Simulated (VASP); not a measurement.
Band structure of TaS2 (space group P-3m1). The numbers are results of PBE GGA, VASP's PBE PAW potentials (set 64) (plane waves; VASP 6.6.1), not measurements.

Unless said otherwise, spin-orbit coupling is left out, though it shifts the bands of the heavy elements here.

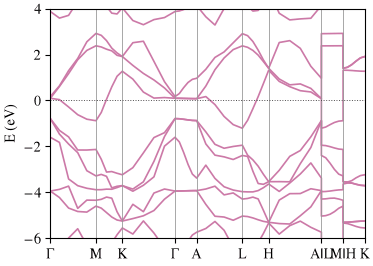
Fig. 1. Bands along high-symmetry lines, zero at the valence-band maximum or, without a gap, the Fermi level

Question: Read the plot: is there a gap, and where are the band edges?

Answer: It has no gap at this level: it comes out as a metal or semimetal.

The structure comes from a computed database's TaS2 entry (P-3m1); how it stands against other phases isn't given here. The cell was not relaxed at this level. The electron count is odd and the run is not spin-polarised, which forces a metal.
